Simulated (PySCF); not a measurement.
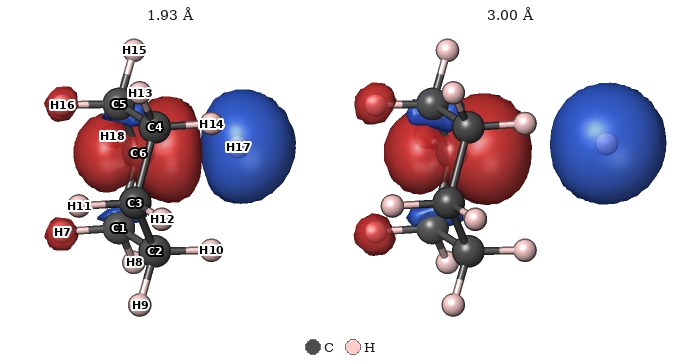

C6H12, SMILES `C1CCCCC1`. Rigid stretch of the C6–H17 bond. Broken-symmetry UHF spin density at ±0.03 e/Å³ (blue: α, red: β).

Method: 6-31G* basis; geometry: GFN2-xTB; program: PySCF. No frequency check shows the geometry to be a minimum.

### How does the broken-symmetry solution share the spin, and how far is it from a pure singlet?

At 3.00 Å excess α spin lies mostly on H17 and excess β on C6; the two could be swapped at no cost. ⟨S²⟩ is 0.55 at 1.93 Å and 0.99 at 3.00 Å, against 0 for a pure singlet and 1 for an equal mix of singlet and triplet.

### Where does the UHF solution part from RHF?

Between 1.66 Å (⟨S²⟩ = 0, the two coincide) and 1.93 Å (⟨S²⟩ = 0.55); at 3.00 Å ⟨S²⟩ is 0.99 and UHF lies 3.2 eV below RHF.

### How much energy does the stretch cost?

By CASSCF, 4.2 eV from the lowest point of the scan (1.07 Å) to 3.00 Å; RHF gives 7.0 eV from its own lowest point. The fragments aren't relaxed and dynamic correlation is missing, so this isn't a bond dissociation energy.
